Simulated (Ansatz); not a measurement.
The starting structures come from a database of crystals and need not be the phases stable at ambient conditions.

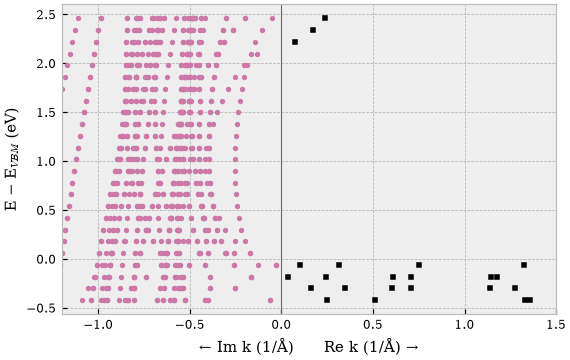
Figure. Complex bands at the centre of the two-dimensional zone; Ansatz (a quantum-chemistry and plane-wave program) with r2SCAN

The gap is the functional's own, uncorrected, and κ follows it; spin-orbit coupling is left out. Mid-gap values are interpolated between the computed energies.

### Question
This is Sr₂NCl (R-3m, not sure to be the ambient phase, 4 atoms a cell, 23.1 Å³ an atom) along the normal of (100). Read off the slowest decay at the centre of the two-dimensional zone at 1.14 eV, the computed energy nearest the middle of the gap.

### Answer
κ ≈ 0.25 1/Å, a decay length 1/(2κ) of the density of 2.0 Å.
